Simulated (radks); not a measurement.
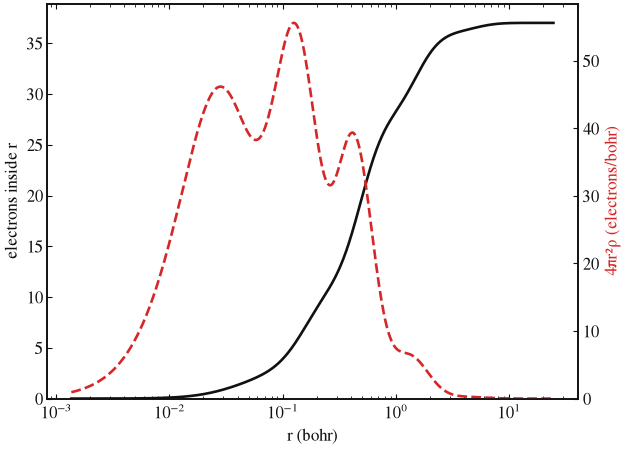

System: atomic rubidium (Rb), configuration [Kr] 5s1 (high spin). Theory: scalar-relativistic Kohn-Sham, PBE, spin-polarised, spherical densities, finite nucleus (computed with the in-house radial solver radks).

The plot shows the number of electrons inside radius r (solid) and the radial density 4πr²ρ (dashed).

Question: Read the plot.

Answer: The count levels off at 37 electrons. Half of them lie within 0.467 bohr, 90 % within 1.82 bohr and 99 % within 5.54 bohr. The radial density has minima at 0.0579 and 0.263 bohr, where the count stands at 2.1 and 11.0; these part the shells that the density resolves.
